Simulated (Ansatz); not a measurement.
PbSe (rock salt), conventional cell a = b = c = 6.178 Å, α = β = γ = 90.00°. The calculation uses the primitive cell of 2 atoms, to which meshes and values per cell refer.

Equation-of-state scan: isotropic scaling of the cell above, V₀ being its volume. Symmetry pins the atoms to their sites.

Computed with r2SCAN (plane waves to 500 eV, PAW, scalar-relativistic; Ansatz, a program for electronic structure). k mesh 9×9×9 (Γ-centred), Fermi-Dirac smearing 0.05 eV. E stands for the smeared free energy. PbSe was relaxed with its symmetry unable to fall. Spin-orbit coupling is left out, though Pb is heavy. The zero of ΔE is the relaxed starting cell.

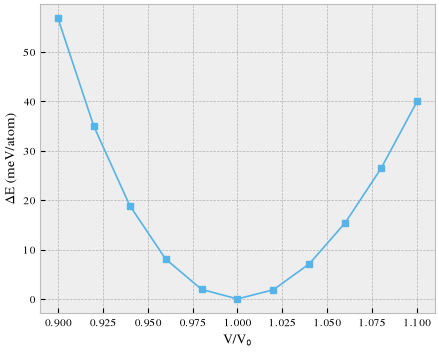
ΔE (meV/atom) against V/V₀; computed points joined by lines.

### Question
What is ΔE at V/V₀ = 1.100?

### Answer
About 40 meV/atom.

### Question
What is ΔE at V/V₀ = 0.900?

### Answer
About 57 meV/atom.

### Question
What bulk modulus B₀ follows from a third-order Birch-Murnaghan fit?

### Answer
About 51 GPa.

(A scan under strain: stresses follow from slopes of the energy per volume, elastic moduli from its curvatures.)
